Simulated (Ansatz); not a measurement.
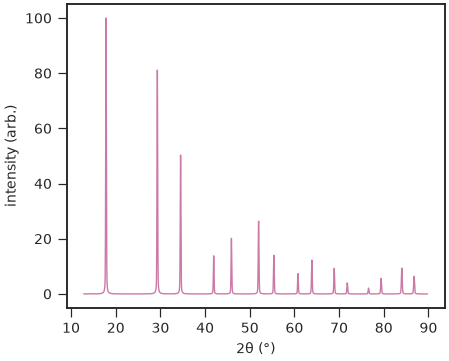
Fig. 1. Simulated powder pattern, Cu Kα, λ = 1.54184 Å

The pattern belongs to a structure relaxed with PBE in the plane-wave PAW code Ansatz.

Question: Which compound is it?
A) Ca, diamond
B) CaO, rock salt
C) Os, diamond
D) AlRu, rock salt

Answer: A, Ca, diamond

Space group Fd-3m (diamond). The start of the workflow was typed in or built on a structure type; neither database checked (COD, Materials Project) lists it. It is not the phase usual at ambient conditions (space group No. 225). The cell was relaxed with PBE under the symmetry of its start; its stability against distortions is not shown here. The volume moved by 16 % from the start of the relaxation.

Potentials: the later of the program's two PAW sets.
